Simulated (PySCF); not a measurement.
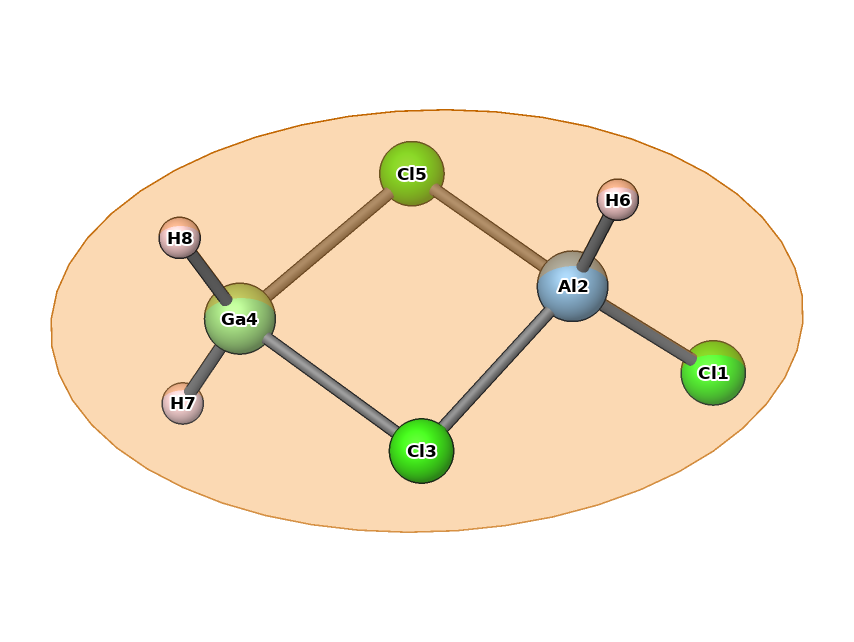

A disc through the centre of mass is drawn in. Depth is shown by fading: the farther an atom, the more it takes the colour of the background. The computed structure is the end point of a PBE0-D3(BJ)/def2-SVP optimisation. No frequency run is at hand to confirm it as a minimum.

Is the plane of the disc a mirror plane of the structure?

Answer. Yes. The reflection leaves Cl1, Al2, Ga4, H6, H7, H8 in place and moves Cl3 ↔ Cl5. The point group is Cs.
